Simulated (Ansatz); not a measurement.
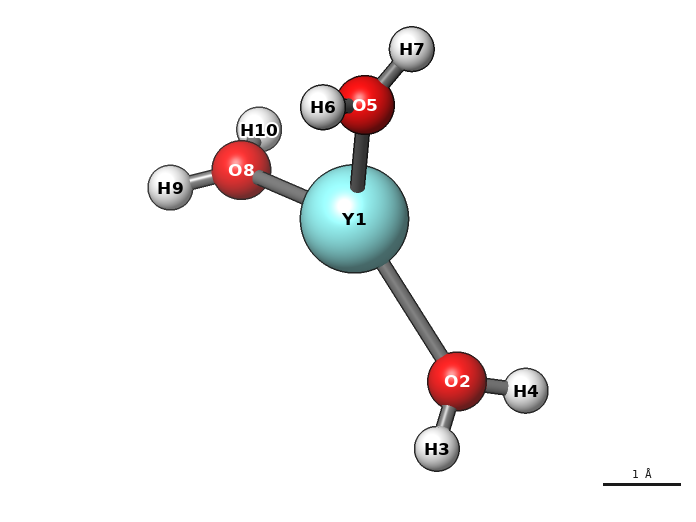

The picture comes from a calculation with Ansatz.

Numbered structure. State: charge +2, doublet. Geometry: a fixed input geometry, not necessarily a minimum.

List the bonds and their lengths.

```
  bond  length (Å)
 Y1–O2       2.505
 Y1–O5       2.505
 Y1–O8       2.505
 O2–H3       0.962
 O2–H4       0.962
 O5–H6       0.962
 O5–H7       0.962
 O8–H9       0.962
O8–H10       0.962
```
